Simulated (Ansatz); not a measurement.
Fields on a plane of Pb (fcc, Cu type)

```
CELL_PARAMETERS angstrom
      0.00000     2.51696     2.51696
      2.51696     0.00000     2.51696
      2.51696     2.51696     0.00000
ATOMIC_POSITIONS crystal
  Pb 0.00000 0.00000 0.00000
```

The slice is a {110} plane (indices of the conventional cell) through the point (0.000, 0.000, 0.000) (fractional), spanned by u = [100] and v = [1 -1 -1] in vectors of this cell: u (3.56 Å) and v (5.03 Å, at 90° to u). It covers one period; positions are fractions (u, v).

Atoms on it: Pb at (0.00, 0.00).

Computed with PBE (plane waves to 420 eV, PAW, scalar-relativistic; Ansatz, a quantum-chemistry and plane-wave program). k mesh 16×16×16. These are valence fields of a PAW run, semicore shells included where kept as valence: close to a nucleus they are smooth pseudo fields. Pb was relaxed with its symmetry unable to fall. Spin-orbit coupling is left out, though Pb is heavy. The relaxed volume of Pb is well above the measured one; the method has no dispersion term.

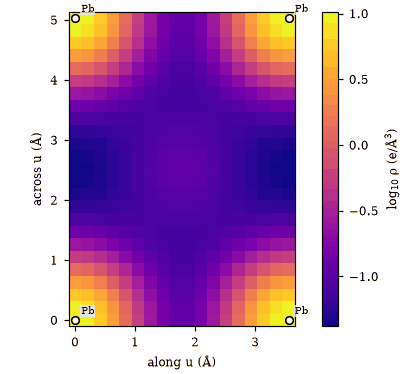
Log₁₀ of the valence density in e/Å³, one period of the plane, atoms marked. The scale is logarithmic, as a density can span decades between atoms and voids.

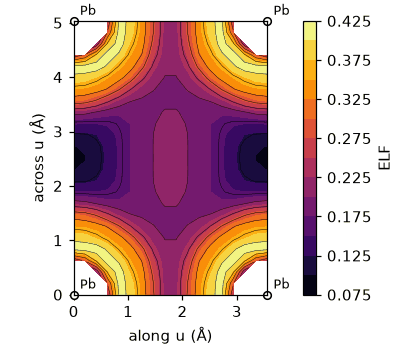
Figure. Electron localisation function (ELF), one period of the plane, atoms marked. Points within 0.5 Å of a nucleus are left white, as the pseudised field means little there.

The density on the Pb–Pb line (3.56 Å) at its midpoint is 0.11 e/Å³ and the ELF at that point is 0.2.
